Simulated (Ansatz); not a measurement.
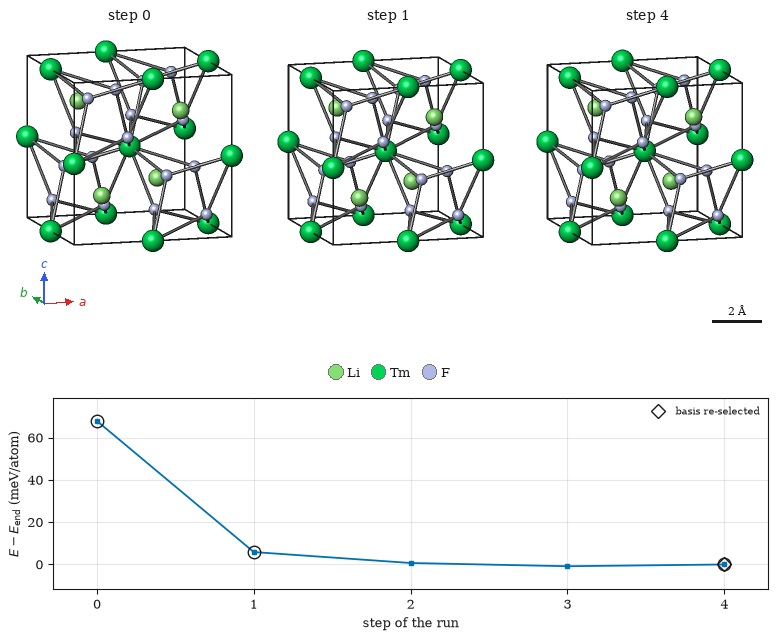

Frames of a relaxation of solid LiTmF₄ (a generated structure, set up in F-43m) (coarse preliminary run), marked on the history of the run. A ball-and-stick model of the conventional cell (4 times the calculation's cell), seen slightly off an axis. Lengths and directions refer to the drawn axes.

Computed with DFT PBE, scalar-relativistic, plane waves, PAW; 4f electrons in the core of a trivalent norm-conserving potential in Ansatz.

The input:
```yaml
crystal:
  lattice:
    - [0.0, 3.409383, 3.409383]
    - [3.409383, 0.0, 3.409383]
    - [3.409383, 3.409383, 0.0]
  atoms:
    - { symbol: Li, position: [0.75, 0.75, 0.75] }
    - { symbol: Tm, position: [0.5, 0.5, 0.5] }
    - { symbol: F, position: [0.63015576, 0.12328141, 0.12328141] }
    - { symbol: F, position: [0.12328141, 0.12328141, 0.12328141] }
    - { symbol: F, position: [0.12328141, 0.63015576, 0.12328141] }
    - { symbol: F, position: [0.12328141, 0.12328141, 0.63015576] }
basis:
  ecutwfc: 690
kpoints:
  mp_grid: { grid: [4, 4, 4] }
hamiltonian:
  xc: pbe
  pseudopotentials:
    kind: paw
    azcp: { Tm: "pseudopotentials/pbe/nc/lanthanide_3plus/Tm.nc.azcp" }
scf:
  occupations: { method: gaussian, width: 0.1 }
  lower_state_search: "off"
output:
  forces: true
  stress: true
  eigenvalues: true
relax:
  adjacent_minimum: "off"
  f_tol: 0.04
  max_steps: 70
  cell: { stress_tol: 0.4 }
```

Command:
```bash
ansatz run input.yaml --threads 1 --pin off --max-ram 2560MiB --backend cpu --events-out ev --progress --plain --runs-dir out
```

Describe the path.

The largest moves relative to the cell, 0.022 Å, are those of F3, F4, F5 and F6. F5 goes along [−1 1 1]. Li and Tm stay in place. The drawn cell changes as follows: a = b = c 6.819 → 6.493 Å (−4.8 %); the volume changes by −13.7 %. Some distances before and after: Li1–Tm2 2.953 → 2.811 Å, Tm2–F3 2.831 → 2.691 Å. The space group stays F-43m (No. 216). Over 3 accepted moves (4 points after the start) the energy falls by 67.9 meV per atom. The largest force component goes from 0.31 to 0.0016 eV/Å. Pressure: −9.62 GPa at the start and −0.31 GPa at the end. The SCF was repeated once at an unchanged geometry on a basis and grid sized afresh for the cell, which shifted the energy by 0.8 meV per atom at most. From step 0 to 1: F atoms move most (0.05 Å), volume −13.9 %, energy −62.0 meV per atom. From step 1 to 4: F atoms move most (0.03 Å), volume +0.3 %, energy −5.9 meV per atom.

| step | E − E(0), meV/atom | largest force component, eV/Å | pressure, GPa | volume, Å³/atom | note |
| --- | --- | --- | --- | --- | --- |
| 0 | 0.00 | 0.3110 | -9.62 | 13.210 |  |
| 1 | -62.03 | 0.4502 | 0.39 | 11.372 |  |
| 2 | -67.21 | 0.2116 | 0.62 | 11.294 |  |
| 3 | -68.74 | 0.0015 | -0.21 | 11.405 |  |
| 4 | -67.91 | 0.0016 | -0.31 | 11.405 | same geometry, new basis |
